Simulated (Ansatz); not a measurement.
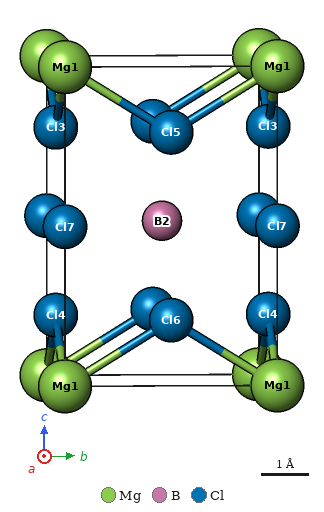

Crystalline MgBCl₅ (a generated structure, set up in P4/mmm), before the relaxation. A ball-and-stick model of the cell of the calculation, seen from a free direction.

Level of theory: DFT PBE, scalar-relativistic, plane waves, PAW (Ansatz 0.2.0).

The input:
```yaml
crystal:
  lattice:
    - [4.6087989956, 0.0, 0.0]
    - [0.0, 4.6087989956, 0.0]
    - [0.0, 0.0, 6.9105483901]
  atoms:
    - { symbol: Mg, position: [0.0, 0.0, 0.0] }
    - { symbol: B, position: [0.5, 0.5, 0.5] }
    - { symbol: Cl, position: [0.5, 0.0, 0.7941332517] }
    - { symbol: Cl, position: [0.5, 0.0, 0.2058667483] }
    - { symbol: Cl, position: [0.0, 0.5, 0.7941332517] }
    - { symbol: Cl, position: [0.0, 0.5, 0.2058667483] }
    - { symbol: Cl, position: [0.0, 0.0, 0.5] }
basis:
  ecutwfc: 420
kpoints:
  mp_grid: { grid: [8, 8, 6] }
hamiltonian:
  xc: pbe
scf:
  occupations: { method: gaussian, width: 0.1 }
output:
  forces: true
  stress: true
  eigenvalues: true
relax:
  adjacent_minimum: "off"
  f_tol: 0.01
  max_steps: 80
  cell: { stress_tol: 0.05 }
```

Run as
```bash
ansatz run input.yaml --threads 1 --pin off --max-ram 2048MiB --backend cpu --events-out ev --progress --plain --runs-dir out
```

Question: Where does the relaxation end?

Answer: The largest moves relative to the cell, 0.012 Å, are those of Cl3, Cl4, Cl5 and Cl6. Cl3 goes along +c. B and Mg stay in place. The drawn cell changes as follows: a = b 4.609 → 4.601 Å (−0.2 %), c 6.911 → 7.004 Å (+1.4 %); the volume changes by +1.0 %. The space group stays P4/mmm (No. 123). Over 4 accepted moves (5 points after the start) the energy falls by 0.3 meV per atom. The pressure goes from 0.28 to 0.00 GPa. The SCF was repeated once at an unchanged geometry on a basis and grid sized afresh for the cell, which shifted the energy by less than 0.05 meV per atom at most.

History of the run:

```csv
step,"E − E(0), meV/atom","largest force component, eV/Å","pressure, GPa","volume, Å³/atom",note
0,0.00,0.0001,0.28,20.970,
1,-0.19,0.0037,0.03,21.130,
2,-0.24,0.0046,-0.03,21.178,
3,-0.28,0.0008,-0.04,21.201,
4,-0.29,0.0002,0.00,21.179,
5,-0.30,0.0002,0.00,21.179,"same geometry, new basis"
```

Final geometry:

```xyz
7
Lattice="4.6007 0.0000 0.0000 0.0000 4.6007 0.0000 0.0000 0.0000 7.0041" Properties=species:S:1:pos:R:3 pbc="T T T"
Mg    0.0000    0.0000    7.0041
B     2.3003    2.3003    3.5020
Cl    2.3003    0.0000    5.5746
Cl    2.3003    0.0000    1.4295
Cl    0.0000    2.3003    5.5746
Cl    0.0000    2.3003    1.4295
Cl    0.0000    0.0000    3.5020
```

After the run, drawn alike:

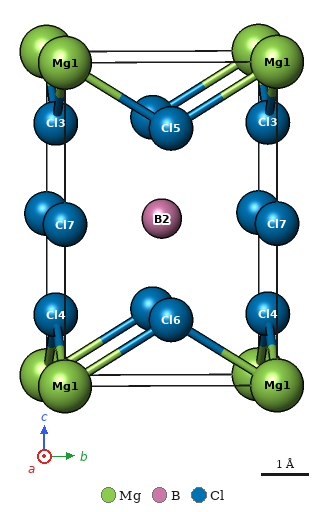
